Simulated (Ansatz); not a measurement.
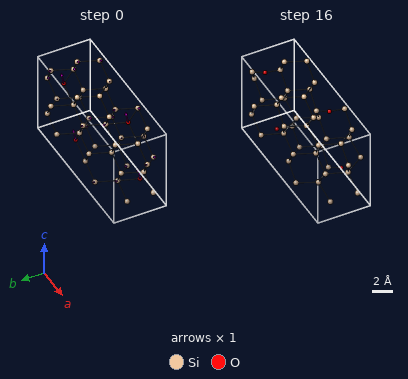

The structure of a defect cell of composition Si16O before (left) and after (right) a relaxation, at one scale. The purple arrows give the displacements, at their true length.

Style: ball-and-stick. Shown: the conventional cell (2 times the calculation's cell) (origin shifted), from a free direction. Lengths and directions refer to the drawn axes.

It is an interstitial O in diamond Si. The run prepares an end point of a later path (interstitial hop) calculation, from a guessed geometry.

Level of theory: Ansatz 0.2.0, DFT PBE, scalar-relativistic, plane waves, PAW.

The input:
```yaml
crystal:
  lattice:
    - [0.0, 5.43, 5.43]
    - [5.43, 0.0, 5.43]
    - [5.43, 5.43, 0.0]
  atoms:
    - { symbol: Si, position: [0.0, 0.0, 0.0] }
    - { symbol: Si, position: [0.125, 0.125, 0.125] }
    - { symbol: Si, position: [0.0, 0.0, 0.5] }
    - { symbol: Si, position: [0.125, 0.125, 0.625] }
    - { symbol: Si, position: [0.0, 0.5, 0.0] }
    - { symbol: Si, position: [0.125, 0.625, 0.125] }
    - { symbol: Si, position: [0.0, 0.5, 0.5] }
    - { symbol: Si, position: [0.125, 0.625, 0.625] }
    - { symbol: Si, position: [0.5, 0.0, 0.0] }
    - { symbol: Si, position: [0.625, 0.125, 0.125] }
    - { symbol: Si, position: [0.5, 0.0, 0.5] }
    - { symbol: Si, position: [0.625, 0.125, 0.625] }
    - { symbol: Si, position: [0.5, 0.5, 0.0] }
    - { symbol: Si, position: [0.625, 0.625, 0.125] }
    - { symbol: Si, position: [0.5, 0.5, 0.5] }
    - { symbol: Si, position: [0.625, 0.625, 0.625] }
    - { symbol: O, position: [0.3826843, 0.8726851, 0.8762801], spin: 1.0 }
magnetization:
  spin_polarized: true
basis:
  ecutwfc: 420.0
kpoints:
  mp_grid: { grid: [2, 2, 2] }
hamiltonian:
  xc: pbe
scf:
  occupations: { method: fermi_dirac, width: 0.05 }
  lower_state_search: "off"
relax:
  f_tol: 0.03
  max_steps: 60
  adjacent_minimum: "off"
output:
  write_density: true
  write_potential: true
  elf: true
  volumetric_format: npy
```

Command:
```bash
ansatz run input.yaml --threads 2 --pin off --max-ram 5120MiB --backend cpu --events-out ev --progress --plain --runs-dir out
```

**Describe what moved and what it gained.**

Over 16 geometry steps the energy falls by 3.455 eV per cell of the calculation. The largest force component goes from 0.41 to 0.025 eV/Å. The atom that moves furthest is O17 (1.38 Å along [0 1 3]). Largest moves by element: O 1.38 Å, Si 0.38 Å. The lattice vectors keep their values. Near-neighbour distances that change, for instance: Si1–O17 2.400 → 3.533 Å, Si14–O17 2.666 → 1.664 Å, Si11–O17 2.360 → 3.071 Å, Si9–O17 2.310 → 1.664 Å. New bonds form: Si14–O17 (2.67 → 1.66 Å). Among the angles between lasting bonds that change: Si9–Si10–Si13 109.5° → 92.3°, Si12–Si15–Si14 109.5° → 92.7°, Si14–Si15–Si16 109.5° → 121.5°. The program noted that the starting moments weren't kept.

Limits of the set-up: the periodic images lie only 7.7 Å apart, so the values are limited by the cell's size.
